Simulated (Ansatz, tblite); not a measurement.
# C10H12B2: spin states and exact exchange

Is the singlet the ground state of C10H12B2? Other spin states are computed and compared level by level.

Computed with Ansatz 0.2.0, Gaussian basis. Level: as each input shows.

Plan: triplet, at the geometry of the singlet (GFN1-xTB, GFN2-xTB, PBE0-D4/def2-TZVP, PBE-D4/def2-TZVP); the singlet's energies come from earlier runs.

**1. The structure**

The geometry is that of the singlet, from an earlier relaxation (r2SCAN-D4/def2-SVP).

SMILES `CB1C=CC=C1C1=CC=CB1C`, 24 atoms, charge 0, spin multiplicity 1.

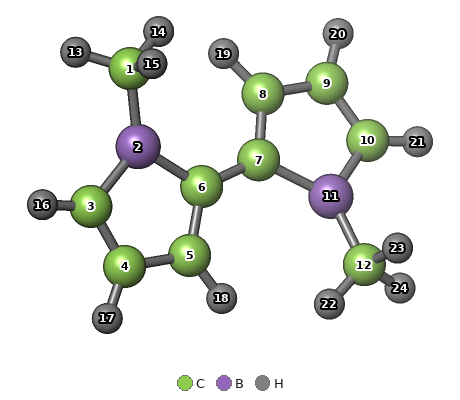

The structure; carbon green, boron purple, hydrogen grey; atoms are numbered from 1 in the order of the file.

Coordinates:

```xyz
24
C10H12B2
C    -2.84711    1.21727    0.38890
B    -2.15028   -0.11738   -0.01200
C    -2.85166   -1.52259   -0.10045
C    -1.84916   -2.44231   -0.17659
C    -0.50756   -1.83017   -0.21351
C    -0.56477   -0.45449   -0.17052
C     0.56228    0.42043   -0.24919
C     0.50275    1.77126   -0.51246
C     1.84396    2.38008   -0.59297
C     2.84854    1.48371   -0.38306
B     2.15024    0.11183   -0.05962
C     2.85370   -1.14187    0.54120
H    -3.88034    1.29573    0.01305
H    -2.30050    2.14835    0.18622
H    -2.94317    1.15534    1.49425
H    -3.90867   -1.79643   -0.04423
H    -1.98162   -3.53147   -0.20518
H     0.40195   -2.42958   -0.31324
H    -0.40881    2.34760   -0.69510
H     1.97470    3.45027   -0.79848
H     3.90589    1.76196   -0.38621
H     2.30712   -2.09361    0.49382
H     2.95879   -0.90540    1.62195
H     3.88375   -1.27851    0.17340
```

**2. Triplet at the fixed geometry, GFN1-xTB**

Tight binding, by tblite at 300 K electronic temperature and without a spin-polarisation term:

```python
tblite.interface.Calculator('GFN1-xTB', numbers, positions, charge=0, uhf=2).singlepoint()
```

Energy -824.7831 eV; 0.016 s.

**3. Triplet at the fixed geometry, GFN2-xTB**

Tight binding, by tblite at 300 K electronic temperature and without a spin-polarisation term:

```python
tblite.interface.Calculator('GFN2-xTB', numbers, positions, charge=0, uhf=2).singlepoint()
```

Energy -810.9358 eV; 0.012 s.

**4. Triplet at the fixed geometry, PBE0-D4/def2-TZVP**

Input file in.yaml:

```yaml
crystal:
  periodic: [false, false, false]
  atoms:
    - {symbol: C, position_ang: [-2.847114, 1.217272, 0.388904]}
    - {symbol: B, position_ang: [-2.150284, -0.117383, -0.012004]}
    - {symbol: C, position_ang: [-2.851661, -1.522595, -0.100452]}
    - {symbol: C, position_ang: [-1.849161, -2.442311, -0.176592]}
    - {symbol: C, position_ang: [-0.507557, -1.830165, -0.213513]}
    - {symbol: C, position_ang: [-0.564768, -0.454495, -0.170519]}
    - {symbol: C, position_ang: [0.562278, 0.420430, -0.249191]}
    - {symbol: C, position_ang: [0.502752, 1.771264, -0.512464]}
    - {symbol: C, position_ang: [1.843960, 2.380079, -0.592969]}
    - {symbol: C, position_ang: [2.848535, 1.483713, -0.383064]}
    - {symbol: B, position_ang: [2.150241, 0.111833, -0.059620]}
    - {symbol: C, position_ang: [2.853698, -1.141873, 0.541204]}
    - {symbol: H, position_ang: [-3.880337, 1.295729, 0.013053]}
    - {symbol: H, position_ang: [-2.300497, 2.148348, 0.186223]}
    - {symbol: H, position_ang: [-2.943168, 1.155336, 1.494247]}
    - {symbol: H, position_ang: [-3.908673, -1.796433, -0.044230]}
    - {symbol: H, position_ang: [-1.981616, -3.531472, -0.205182]}
    - {symbol: H, position_ang: [0.401954, -2.429578, -0.313243]}
    - {symbol: H, position_ang: [-0.408806, 2.347603, -0.695096]}
    - {symbol: H, position_ang: [1.974695, 3.450268, -0.798479]}
    - {symbol: H, position_ang: [3.905886, 1.761964, -0.386208]}
    - {symbol: H, position_ang: [2.307119, -2.093606, 0.493820]}
    - {symbol: H, position_ang: [2.958786, -0.905398, 1.621949]}
    - {symbol: H, position_ang: [3.883746, -1.278510, 0.173399]}
basis:
  gaussian: {orbitals: def2-TZVP}
magnetization: {spin_polarized: true, initial_magnetization: 2}
hamiltonian: {xc: pbe0, dispersion: d4}
scf: {omitted_lower_state_checks: [starts]}
output: {orbitals: {seedname: orbitals}}
```

Started as:

```
> ansatz run in.yaml --threads 4 --pin off --events-out ev --progress --plain --max-ram 6963MiB
```

Log:

```text
Functional definition: PBE0
  name "PBE0"
  cite "Adamo & Barone, J. Chem. Phys. 110, 6158 (1999) doi:10.1063/1.478522"
  cite "Perdew, Burke & Ernzerhof, Phys. Rev. Lett. 77, 3865 (1996) doi:10.1103/PhysRevLett.77.3865"
  parent pbe
  parameter a = 0.25
  parameter kappa = 0.804
  parameter beta = 0.06672455060314922
  exchange = (1 - a)*pbe_x(kappa = kappa, mu = beta*pi^2/3) + a*exact_x
  correlation = pbe_c(beta = beta)
these checks for a lower state are left out or cut short: starts
2666 factors; their error is unknown
mean field evaluation 1: about -11885.1444 eV, gradient 6.4e1 eV
mean field evaluation 2: about -11882.5301 eV, gradient 6.5e1 eV
mean field evaluation 4: about -11904.5878 eV, gradient 5.0e0 eV
mean field evaluation 8: about -11904.7333 eV, gradient 3.3e-1 eV
mean field evaluation 16: about -11904.7116 eV, gradient 2.4e-3 eV
mean field -11904.71155519 eV, -437.4900803498 hartree, gradient 1.9e-5 eV, S^2 2.030503; 0 other end points of the search recorded, 0 dependent functions left out
reference -11904.71160214 eV, -437.4900820754 hartree; 42, 40 occupied and 402, 404 virtual orbitals, 2666 factors
Total energy: -11905.33561600 eV, -437.5130141616 hartree
Checks for a lower state left out: starts
```

It took 82 s on 4 threads of Arm Neoverse V1, shared host; peak memory 2.7 GiB.

Report: HOMO -4.78 eV, LUMO -3.51 eV (over both spins); ⟨S²⟩ 2.031 (pure: 2.00).

**5. Triplet at the fixed geometry, PBE-D4/def2-TZVP**

start.molden holds the orbitals of an earlier run on this state, given as this run's starting guess.

Edit in.yaml of step 4 so:

```diff
@@ -28,5 +28,5 @@
 basis:
-  gaussian: {orbitals: def2-TZVP}
+  gaussian: {orbitals: def2-TZVP, initial_orbitals: start.molden}
 magnetization: {spin_polarized: true, initial_magnetization: 2}
-hamiltonian: {xc: pbe0, dispersion: d4}
+hamiltonian: {xc: pbe, dispersion: d4}
 scf: {omitted_lower_state_checks: [starts]}
```

The command is unchanged.

Log:

```text
Functional definition: PBE
  name "PBE"
  cite "Perdew, Burke & Ernzerhof, Phys. Rev. Lett. 77, 3865 (1996) doi:10.1103/PhysRevLett.77.3865"
  parent pbe
  parameter kappa = 0.804
  parameter beta = 0.06672455060314922
  exchange = pbe_x(kappa = kappa, mu = beta*pi^2/3)
  correlation = pbe_c(beta = beta)
these checks for a lower state are left out or cut short: starts
2666 factors; their error is unknown
mean field evaluation 1: about -11903.0197 eV, gradient 9.1e0 eV
mean field evaluation 2: about -11903.2541 eV, gradient 3.3e-1 eV
mean field evaluation 4: about -11903.1789 eV, gradient 1.8e-2 eV
mean field evaluation 8: about -11903.1789 eV, gradient 2.5e-5 eV
mean field -11903.17891939 eV, -437.4337570230 hartree, gradient 2.5e-5 eV, S^2 2.010009; 0 other end points of the search recorded, 0 dependent functions left out
reference -11903.17898449 eV, -437.4337594155 hartree; 42, 40 occupied and 402, 404 virtual orbitals, 2666 factors
Total energy: -11903.90531965 eV, -437.4604517404 hartree
Checks for a lower state left out: starts
```

Wall time 18 s (4 threads of Arm Neoverse V1, shared host); peak memory 1.2 GiB.

Report: HOMO -4.09 eV, LUMO -4.38 eV (over both spins; with the spin held, an empty level of the minority spin lies below the top filled one); ⟨S²⟩ 2.010 (pure: 2.00).

**6. Triplet less singlet, vertical**

The singlet's energies are those of its earlier runs, whose logs aren't repeated here.

```csv
level,"triplet less singlet, vertical (kJ/mol)",time
GFN1-xTB,+106.9,0.032 s
GFN2-xTB,+101.4,0.025 s
PBE-D4/def2-TZVP,+63.0,30 s
PBE0-D4/def2-TZVP,+61.8,2 min
```

Times add the two runs; a level without a time comes out of a correlated run. Tight binding without a spin term can't rank spin states.

**7. What came out**

| quantity | value |
| --- | --- |
| triplet less singlet, vertical, functionals in def2-TZVP | +61.8 (PBE0-D4) to +63.0 kJ/mol (PBE-D4) |

In words: All functionals put the triplet above the singlet, over a spread of 1.2 kJ/mol. The checks for a lower triplet were left out, so another state of that spin may lie lower. These are electronic energies, without zero-point motion, entropy or surroundings.
